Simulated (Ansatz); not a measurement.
## KTaO3, pressure series

The parent structure is KTaO3 in the cubic perovskite structure (space group Pm-3m, No. 221; a = 4.023 Å).

Cell and atoms are relaxed at each pressure.

Level of theory: PBE, PAW, 420 eV (Ansatz, a program for electronic structure; scalar-relativistic without spin-orbit coupling), earlier PAW set.

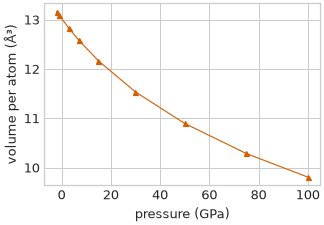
Figure: Volume against pressure

Question: Estimate the zero-pressure bulk modulus from the plot.

Answer: About 190 GPa; a third-order Birch–Murnaghan fit to the points gives V₀ = 13.02 Å³/atom, B₀ = 191 GPa and B₀′ = 4.3.

Measured bulk modulus of KTaO3: 220 GPa (temperature not stated; as listed in S. Tinte et al., Phys. Rev. B (1998)); the computed value is for a static lattice, so the two differ by thermal effects too.

Between the base and pressure 15 GPa the gap moves from 2.17 eV to 2.33 eV, a mean slope of 10 meV/GPa.

With Ta present, leaving out spin-orbit coupling can change the band edges. Load acts through the strain it causes; cell and atoms are relaxed under it. Stability against distortions was not tested. No other phases were tried under pressure.
